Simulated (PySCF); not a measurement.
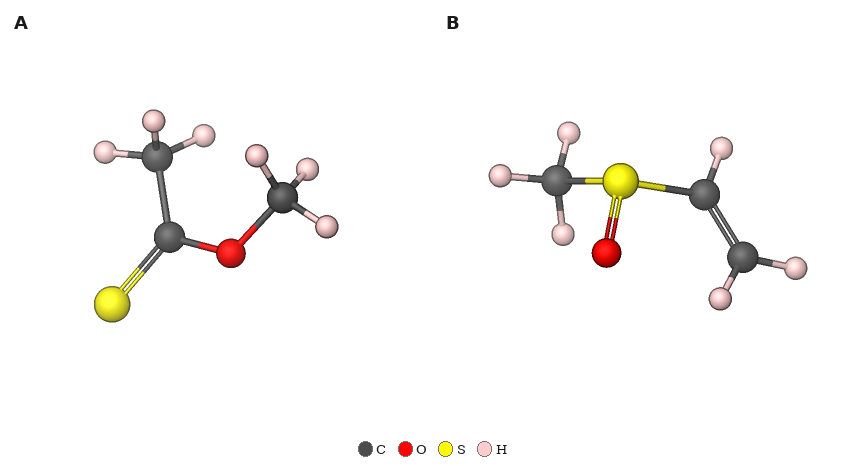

2 stationary structures of one formula. Geometries: PBE0-D3(BJ)/def2-SVP. Electronic energies: PBE0-D3(BJ)/def2-SVP (PySCF 2.14.0), without zero-point energy. No frequency run is at hand to confirm each as a minimum. Each is one conformer, not always the lowest.

Are they conformers, stereoisomers or constitutional isomers?

Answer. They are constitutional isomers of C3H6OS: A `COC(C)=S`, B `C=C[S@@](C)=O`.

Which is lowest in energy, and by how much?

Answer. A is lowest; B lies 1.707 eV above it.
